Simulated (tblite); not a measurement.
# C5H15BSi2: the cost of one run

Computed with tblite 0.8.0 and PySCF 2.14.0, with density-fitted response routines of our own, on a single molecule in the gas phase. Atoms count from 0, in the outputs and in this text.

## Step 1: The starting structure

23 atoms, charge 0, multiplicity 1; geometry from: force field or distance geometry start.

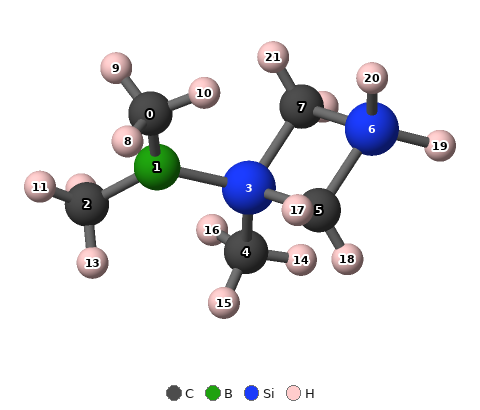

As it starts; carbon dark grey, boron green, silicon blue, hydrogen pink, atoms numbered.

## Step 2: Geometry optimisation with GFN2-xTB

What the job is given:

```
{"job": {"kind": "relax", "xc": "GFN2-xTB", "basis": "xTB"}, "charge": 0, "multiplicity": 1}
C      1.741400     1.684900    -0.543400
B      1.446100     0.241600     0.035300
C      2.662200    -0.673400     0.555800
Si    -0.369800    -0.431900     0.138800
C     -0.526400    -2.158700     0.868400
C     -1.334700    -0.227700    -1.439600
Si    -2.528500     0.992000    -0.682800
C     -1.561900     0.773800     0.912700
H      2.401400     1.601300    -1.426400
H      2.223500     2.308200     0.236200
H      0.779800     2.172700    -0.847500
H      3.613600    -0.139200     0.425500
H      2.503200    -0.906200     1.636600
H      2.681200    -1.613000    -0.035200
H     -1.597100    -2.445500     0.880500
H      0.044800    -2.868900     0.245700
H     -0.120300    -2.161500     1.897200
H     -0.720400     0.230800    -2.238900
H     -1.831900    -1.162600    -1.743600
H     -3.885100     0.442900    -0.578600
H     -2.376700     2.346500    -1.232700
H     -1.072600     1.711200     1.228600
H     -2.176500     0.309300     1.717500
```

Launch:

```bash
OMP_NUM_THREADS=1 python probes_run.py task.json out
```

This one command runs all jobs of the session in turn.

**Question.** How long does this first job take on 1 thread of Intel Xeon at 2.50GHz, shared host?

About 1.7 s.
